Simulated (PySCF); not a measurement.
# H10N3PSi3: runs on many settings, part 2 of 2

PySCF 2.14.0. Atoms count from 0.

### 4 TDDFT and polarisability: OPBE/def2-SVPD

What the job is given:

```
{"job": {"kind": "uv", "xc": "OPBE", "basis": "def2-SVPD", "nstates": 25, "ntriplets": 5, "tda": true, "scf": {"damp": 0.1}}, "charge": 0, "multiplicity": 1}
P      2.940555    -0.709096     1.132797
Si     1.150832    -0.342053    -0.164251
N     -0.101833    -1.406937     0.351873
Si    -1.785917    -1.108886     0.114104
N     -1.891264     0.454279    -0.612017
Si    -0.935041     1.860193    -0.311342
N      0.644708     1.285730     0.080419
H      3.273614    -1.888724     0.498993
H      3.792323     0.024011     0.331661
H      1.396292    -0.553928    -1.603162
H      0.141368    -2.212895     0.900690
H     -2.352464    -2.055799    -0.852902
H     -2.454890    -1.184930     1.420103
H     -2.756324     0.634078    -1.091898
H     -0.923840     2.627072    -1.562734
H     -1.412993     2.658971     0.824681
H      1.267875     1.930945     0.533074
```

Level: TDA OPBE/def2-SVPD, vertical, gas phase, core orbitals frozen in the response.

Log:

```text
damping 0.10 in the first 6 cycles
final grid: 134400 points
cycle   1  E = -1379.3862450869  dE =  6.395e-01  |g| = 7.796e-01  |ddm| = 6.127e+00
cycle   2  E = -1379.1591330088  dE =  2.271e-01  |g| = 1.236e+00  |ddm| = 2.858e+00
cycle   3  E = -1378.6597247864  dE =  4.994e-01  |g| = 1.941e+00  |ddm| = 4.005e+00
cycle   4  E = -1373.6488339128  dE =  5.011e+00  |g| = 4.193e+00  |ddm| = 2.644e+01
cycle   5  E = -1350.6130235985  dE =  2.304e+01  |g| = 8.077e+00  |ddm| = 8.211e+01
cycle   6  E = -1171.7808851283  dE =  1.788e+02  |g| = 1.366e+01  |ddm| = 2.515e+02
cycle   7  E = -1140.6440446227  dE =  3.114e+01  |g| = 1.760e+01  |ddm| = 2.523e+02
cycle   8  E = -1348.0362782327  dE = -2.074e+02  |g| = 7.807e+00  |ddm| = 6.743e+01
cycle   9  E = -1330.3493552039  dE =  1.769e+01  |g| = 9.606e+00  |ddm| = 8.910e+01
cycle  10  E = -1354.3495206498  dE = -2.400e+01  |g| = 6.338e+00  |ddm| = 8.810e+01
cycle  11  E = -1343.0499156578  dE =  1.130e+01  |g| = 8.352e+00  |ddm| = 3.173e+01
cycle  12  E = -1378.7851621554  dE = -3.574e+01  |g| = 1.705e+00  |ddm| = 1.927e+01
cycle  13  E = -1377.6799728450  dE =  1.105e+00  |g| = 1.877e+00  |ddm| = 3.783e+01
cycle  14  E = -1379.4741312816  dE = -1.794e+00  |g| = 3.987e-01  |ddm| = 3.772e+01
cycle  15  E = -1379.4916496968  dE = -1.752e-02  |g| = 3.060e-01  |ddm| = 1.642e+00
cycle  16  E = -1379.5255947528  dE = -3.395e-02  |g| = 5.157e-02  |ddm| = 8.360e-01
cycle  17  E = -1379.5263827629  dE = -7.880e-04  |g| = 2.474e-02  |ddm| = 1.708e-01
cycle  18  E = -1379.5265500390  dE = -1.673e-04  |g| = 6.046e-03  |ddm| = 4.492e-02
cycle  19  E = -1379.5265563943  dE = -6.355e-06  |g| = 3.960e-03  |ddm| = 1.558e-02
cycle  20  E = -1379.5265601104  dE = -3.716e-06  |g| = 9.191e-04  |ddm| = 6.424e-03
cycle  21  E = -1379.5265603252  dE = -2.148e-07  |g| = 3.155e-04  |ddm| = 2.307e-03
cycle  22  E = -1379.5265603555  dE = -3.033e-08  |g| = 9.583e-05  |ddm| = 7.460e-04
cycle  23  E = -1379.5265603578  dE = -2.261e-09  |g| = 3.860e-05  |ddm| = 2.267e-04
cycle  24  E = -1379.5265603582  dE = -4.379e-10  |g| = 9.056e-06  |ddm| = 8.880e-05
converged SCF energy = -1379.5265603582

Static polarisability (au): isotropic 122.960, principal 102.391 119.937 146.550

Singlet excitations
state   eV       nm        f      main configurations
  1   5.3989    229.6   0.01427   H->L 0.79, H-1->L 0.19
  2   5.4348    228.1   0.01321   H-1->L 0.80, H->L 0.18
  3   5.5306    224.2   0.00041   H->L+1 0.93
  4   5.5834    222.1   0.00133   H->L+2 0.54, H-1->L+1 0.41
  5   5.6206    220.6   0.00659   H-1->L+1 0.53, H->L+2 0.40
  6   5.6592    219.1   0.00843   H-1->L+2 0.93
  7   5.8394    212.3   0.00860   H-2->L 0.87
  8   5.9327    209.0   0.00623   H-2->L+1 0.97
  9   6.0120    206.2   0.00919   H-2->L+2 0.89, H-3->L 0.08
 10   6.1408    201.9   0.01770   H-3->L 0.75
 11   6.2635    197.9   0.00076   H-3->L+1 0.72, H->L+5 0.18
 12   6.2716    197.7   0.01504   H->L+3 0.84
 13   6.2840    197.3   0.00043   H-3->L+2 0.74, H->L+4 0.24
 14   6.3213    196.1   0.00763   H-1->L+3 0.74, H-1->L+4 0.08
 15   6.3310    195.8   0.00197   H-1->L+4 0.58, H-1->L+3 0.15, H->L+4 0.10
 16   6.3764    194.4   0.00182   H->L+5 0.64, H-3->L+1 0.14, H-1->L+4 0.13
 17   6.4086    193.5   0.00620   H->L+4 0.40, H-1->L+4 0.13, H-1->L+5 0.12
 18   6.4362    192.6   0.01539   H-1->L+5 0.80
 19   6.5802    188.4   0.00153   H->L+6 0.95
 20   6.6195    187.3   0.00625   H->L+7 0.96
 21   6.6345    186.9   0.00418   H-1->L+6 0.98
 22   6.6728    185.8   0.00201   H-2->L+3 0.63, H-1->L+7 0.32
 23   6.6873    185.4   0.00206   H-1->L+7 0.59, H-2->L+3 0.29
 24   6.7881    182.6   0.00244   H-2->L+5 0.79
 25   6.8375    181.3   0.02896   H-2->L+4 0.60, H-3->L+4 0.23

Triplet excitations (Tamm-Dancoff, eV): 5.2012 5.3593 5.3744 5.4283 5.4719
```

Wall time 63 s (1 thread of AMD EPYC 9R14, shared host); peak memory 0.76 GiB.

The orbitals next to the gap, with their largest atomic shares:

```csv
orbital,eV,atoms
HOMO−3,-6.58,"P0 35 %, N6 13 %, N4 13 %"
HOMO−2,-6.28,"N4 32 %, P0 23 %, Si1 8 %"
HOMO−1,-5.95,"N6 42 %, N2 18 %, Si5 9 %"
HOMO,-5.89,"N2 28 %, Si1 10 %, N4 10 %"
LUMO,-0.54,"P0 18 %, Si5 13 %, Si3 13 %"
LUMO+1,-0.40,"P0 30 %, Si1 11 %, H8 8 %"
LUMO+2,-0.34,"Si3 13 %, Si5 12 %, Si1 11 %"
```

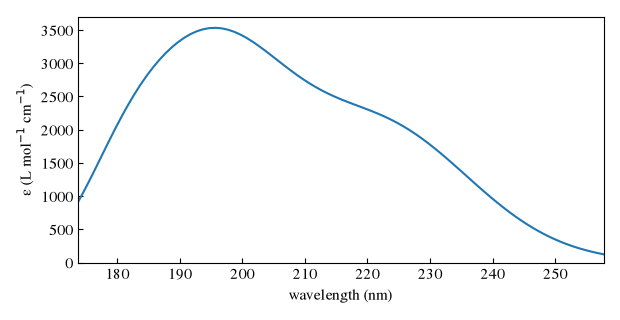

Absorption spectrum: each of the 25 states is a Gaussian band of 0.4 eV half-width at 1/e. Beyond the last state computed it falls off for lack of states.

Ground-state properties from the same run:

```csv
property,computed
dipole moment (D),0.36
polarisability (Å³),18.22
HOMO–LUMO gap (eV),5.35
−ε(HOMO) (eV),5.89
```

### 5 Excited states and response: revPBE/pcSseg-1

The job, as its differences from that of step 4:

```diff
@@ -1,2 +1,2 @@
-{"job": {"kind": "uv", "xc": "OPBE", "basis": "def2-SVPD", "nstates": 25, "ntriplets": 5, "tda": true, "scf": {"damp": 0.1}}, "charge": 0, "multiplicity": 1}
+{"job": {"kind": "uv", "xc": "revPBE", "basis": "pcSseg-1", "nstates": 3, "ntriplets": 2, "tda": true}, "charge": 0, "multiplicity": 1}
 P      2.940555    -0.709096     1.132797
```

With the program's defaults for keys left out, this is: TDA revPBE/pcSseg-1, vertical, gas phase, core orbitals frozen in the response.

Log:

```text
coarse grid: 15888 points
cycle   1  E = -1379.6709198901  dE =  7.326e-01  |g| = 9.095e-01  |ddm| = 3.998e+00
cycle   2  E = -1379.1816713453  dE =  4.892e-01  |g| = 1.702e+00  |ddm| = 2.802e+00
cycle   3  E = -1379.8383437790  dE = -6.567e-01  |g| = 1.395e-01  |ddm| = 2.240e+00
cycle   4  E = -1379.8436440985  dE = -5.300e-03  |g| = 4.808e-02  |ddm| = 2.838e-01
cycle   5  E = -1379.8442557882  dE = -6.117e-04  |g| = 1.348e-02  |ddm| = 9.429e-02
cycle   6  E = -1379.8443150872  dE = -5.930e-05  |g| = 3.798e-03  |ddm| = 2.888e-02
cycle   7  E = -1379.8443194620  dE = -4.375e-06  |g| = 1.032e-03  |ddm| = 6.200e-03
final grid: 134400 points
cycle   8  E = -1379.8842917921  dE = -2.971e-05  |g| = 1.237e-02  |ddm| = 3.318e-02
cycle   9  E = -1379.8842043100  dE =  8.748e-05  |g| = 2.332e-02  |ddm| = 3.321e-02
cycle  10  E = -1379.8843223679  dE = -1.181e-04  |g| = 1.258e-03  |ddm| = 2.367e-02
cycle  11  E = -1379.8843226244  dE = -2.565e-07  |g| = 3.156e-04  |ddm| = 1.776e-03
cycle  12  E = -1379.8843226500  dE = -2.558e-08  |g| = 9.210e-05  |ddm| = 5.352e-04
cycle  13  E = -1379.8843226515  dE = -1.575e-09  |g| = 3.980e-05  |ddm| = 1.181e-04
cycle  14  E = -1379.8843226519  dE = -3.467e-10  |g| = 5.782e-06  |ddm| = 4.623e-05
converged SCF energy = -1379.8843226519

Static polarisability (au): isotropic 110.015, principal 93.227 106.580 130.237

Singlet excitations
state   eV       nm        f      main configurations
  1   5.4974    225.5   0.00281   H->L 0.81, H-1->L 0.17
  2   5.5729    222.5   0.01733   H-1->L 0.59, H->L+1 0.20, H->L 0.15
  3   5.5857    222.0   0.00321   H->L+1 0.77, H-1->L 0.20

Triplet excitations (Tamm-Dancoff, eV): 5.3155 5.4227
```

It took 26 s on 1 thread of AMD EPYC 9R14, shared host; peak memory 0.74 GiB.

Key values: HOMO -5.84 eV, LUMO -0.37 eV; lowest singlet 5.50 eV.

### 6 Shielding tensors: wB97X/STO-3G

The job, as its differences from that of step 5:

```diff
@@ -1,2 +1,2 @@
-{"job": {"kind": "uv", "xc": "revPBE", "basis": "pcSseg-1", "nstates": 3, "ntriplets": 2, "tda": true}, "charge": 0, "multiplicity": 1}
+{"job": {"kind": "nmr", "xc": "wB97X", "basis": "STO-3G", "pop": true}, "charge": 0, "multiplicity": 1}
 P      2.940555    -0.709096     1.132797
```

With the program's defaults for keys left out, this is: GIAO wB97X/STO-3G NMR shielding, non-relativistic, gas phase.

Log:

```text
coarse grid: 15888 points
cycle   1  E = -1363.9114567352  dE =  5.780e-01  |g| = 7.334e-01  |ddm| = 5.095e+00
cycle   2  E = -1364.0376916811  dE = -1.262e-01  |g| = 4.408e-01  |ddm| = 1.670e+00
cycle   3  E = -1364.0954187662  dE = -5.773e-02  |g| = 2.317e-02  |ddm| = 6.182e-01
cycle   4  E = -1364.0957160346  dE = -2.973e-04  |g| = 6.530e-03  |ddm| = 5.970e-02
cycle   5  E = -1364.0957360228  dE = -1.999e-05  |g| = 9.553e-04  |ddm| = 1.422e-02
cycle   6  E = -1364.0957365392  dE = -5.164e-07  |g| = 2.535e-04  |ddm| = 2.675e-03
final grid: 134400 points
cycle   7  E = -1364.0659734268  dE = -5.144e-05  |g| = 1.800e-03  |ddm| = 1.895e-02
cycle   8  E = -1364.0659750496  dE = -1.623e-06  |g| = 5.037e-04  |ddm| = 4.319e-03
cycle   9  E = -1364.0659751693  dE = -1.196e-07  |g| = 1.724e-04  |ddm| = 1.286e-03
cycle  10  E = -1364.0659751835  dE = -1.423e-08  |g| = 4.007e-05  |ddm| = 4.346e-04
cycle  11  E = -1364.0659751841  dE = -6.389e-10  |g| = 7.597e-06  |ddm| = 8.185e-05
converged SCF energy = -1364.0659751841

GIAO shielding tensors (ppm)
atom      isotropic    diamagn.    paramagn.     s11        s22        s33       span
  0 P      778.450     955.860    -177.410    737.322    758.024    840.004    102.682
  1 Si     529.463     870.887    -341.424    478.973    550.555    558.859     79.886
  2 N      379.781     316.649      63.132    325.578    350.245    463.518    137.940
  3 Si     555.863     868.520    -312.657    506.641    544.894    616.055    109.414
  4 N      385.326     313.602      71.724    338.722    339.416    477.840    139.118
  5 Si     556.087     868.584    -312.497    507.026    545.020    616.213    109.187
  6 N      379.865     316.890      62.975    327.285    352.757    459.553    132.268
  7 H       33.817      32.416       1.401     27.500     31.231     42.720     15.221
  8 H       33.821      32.435       1.386     27.495     31.259     42.709     15.213
  9 H       30.663      34.304      -3.641     26.471     27.601     37.918     11.447
 10 H       37.083      33.857       3.226     23.034     34.028     54.187     31.153
 11 H       30.769      31.800      -1.031     25.964     27.580     38.762     12.798
 12 H       30.910      32.072      -1.162     26.567     27.704     38.459     11.892
 13 H       37.285      32.060       5.224     23.542     32.358     55.953     32.411
 14 H       30.776      31.908      -1.132     26.041     27.538     38.750     12.710
 15 H       30.926      32.001      -1.075     26.478     27.755     38.546     12.068
 16 H       36.941      33.936       3.004     23.052     33.885     53.885     30.833
```

Wall time 6.8 s (1 thread of AMD EPYC 9R14, shared host).

Key values: δ P0 -40.1, Si1 -11.4, Si3 -37.9, N2 -83.1, H9 2.51, H11 2.40 ppm (means over like atoms).

### 7 Comparing the runs: NMR shifts

Shifts (ppm) of some atoms, chosen among heavy atoms and hydrogens apart, means over like atoms, with basis size and wall time:

```csv
run,H9,H12,H11,H10,H13,Si1,Si3,functions,time
KT3/pcSseg-1 in methanol,6.22,5.54,5.40,0.81,0.21,-26.5,-41.1,197,22 s
wB97X/STO-3G,2.51,2.25,2.40,-3.84,-4.12,-11.4,-37.9,61,6.8 s
```

### 8 Side by side: electronic excitations

Excitations and ground-state properties, with basis size and wall time:

```csv
run,lowest singlet (eV),brightest (eV),f,gap (eV),α (Å³),μ (D),functions,time
OPBE/def2-SVPD,5.40,6.84,0.029,5.35,18.22,0.36,236,63 s
revPBE/pcSseg-1,5.50,5.57,0.017,5.47,16.30,0.51,197,26 s
```

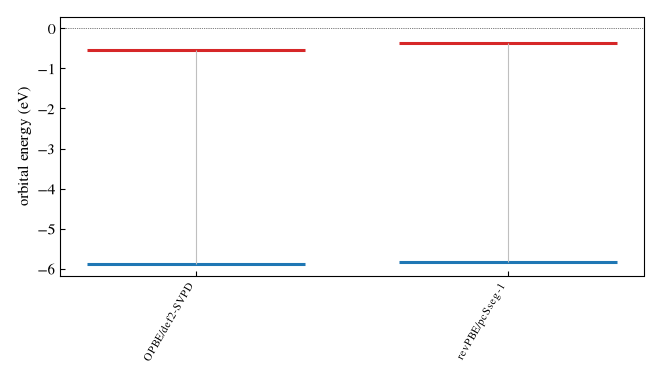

HOMO (blue) and LUMO (red) run by run.

### 9 Results

What follows sums up all 2 parts.

| quantity | value |
| --- | --- |
| ¹H shifts against TMS (KT3/pcSseg-1, methanol, means over atoms taken as alike) | 6.22, 5.54, 5.40, 1.06, 0.81, 0.21 ppm |
| ²⁹Si shifts against TMS (KT3/pcSseg-1, methanol, means over atoms taken as alike) | -26.5, -41.1 ppm |
| shieldings of P, N (KT3/pcSseg-1, methanol, a mean where the table joins atoms) | P0 615.2, N2 228.6, N4 245.7 ppm |
| largest coupling of the table (PBE0/cc-pVDZ) | ¹J(Si,H) Si1–H9, -217.4 Hz |
| lowest singlet (OPBE/def2-SVPD) | 5.40 eV (230 nm), f = 0.014 |
| brightest single state of those computed | state 25, 6.84 eV, f = 0.029 |
| lowest triplet | 5.20 eV |
| range of the shift of Si1 | -26.5 to -11.4 ppm |
| range of the lowest singlet | 5.40 to 5.50 eV |
| property runs in this session | 5, of which 0 failed and 1 gave unsound results |

In words: Single values in the summary come from the first sound run of each kind (KT3/pcSseg-1; PBE0/cc-pVDZ; OPBE/def2-SVPD), which need not be the best level. Of the pairs tabulated at PBE0/cc-pVDZ, Si1–H9 couples most strongly (-217.4 Hz; Fermi contact -217.6 Hz). Couplings across rotatable bonds belong to this one conformer; where others are populated, the observed values are averages. The lowest singlet, at 5.40 eV, is HOMO→LUMO 0.79, HOMO−1→LUMO 0.19 and is weak; of the 25 states computed, the strongest absorption comes from state 25 at 6.84 eV (the last computed, so partners may be missing). The lowest triplet lies 0.20 eV below the lowest singlet. At OPBE/def2-SVPD, states above −ε(HOMO) (5.89 eV) lie where TDDFT describes them poorly and they hang on the basis; the brightest is among them. Among the atoms with a shift in every run: Across the 2 runs the shift of Si1 moves most, between -26.5 (KT3/pcSseg-1 in methanol) and -11.4 ppm (wB97X/STO-3G). A minimal basis is unusable for shieldings, so that end is no result. Each shift counts from a reference computed in the same medium, and that reference moves with the solvent too, so shifts and shieldings show the solvent's effect differently. The lowest singlet runs from 5.40 eV (OPBE/def2-SVPD) to 5.50 eV (revPBE/pcSseg-1), while the orbital gap spans 5.35 to 5.47 eV. The lowest state need not be the same one in every run. The runs solved for a few states only, so the brightest column depends on that window. Couplings from bases without tight functions are rough.
